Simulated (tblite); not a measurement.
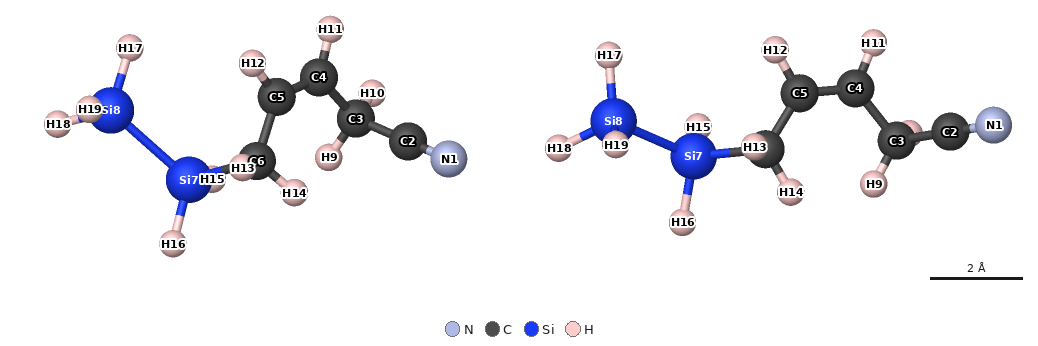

Two geometries of C₅H₁₁NSi₂, drawn at one scale. One is the start of a relaxation, the other its converged end. The picture is a ball-and-stick view, seen at a tilt.

Method: tblite, GFN2-xTB geometry optimisation, gas phase. 

**Which geometry has the lower energy?**

The left one is the relaxed one. The energy falls by 0.462 eV in 112 geometry steps. H15 moves most after the best rigid fit: 1.38 Å. Largest moves by element: H 1.38 Å, N 1.08 Å, C 0.76 Å, Si 0.68 Å. Among the contacts that change: Si7–Si8 2.231 → 2.311 Å, C6–Si7 1.859 → 1.922 Å, C6–H13 1.135 → 1.090 Å, C2–C3 1.477 → 1.443 Å. Bond angles that change, for instance: Si8–Si7–H16 106.3° → 115.0°, H17–Si8–H19 114.0° → 106.5°, Si7–Si8–H18 105.9° → 111.9°. Groups turn about C6–Si7 by about 40°, C3–C4 by about 30°, C5–C6 by about 25°. Cost: 0.68 s on 1 thread of AMD EPYC 9B45, with other jobs on the host.
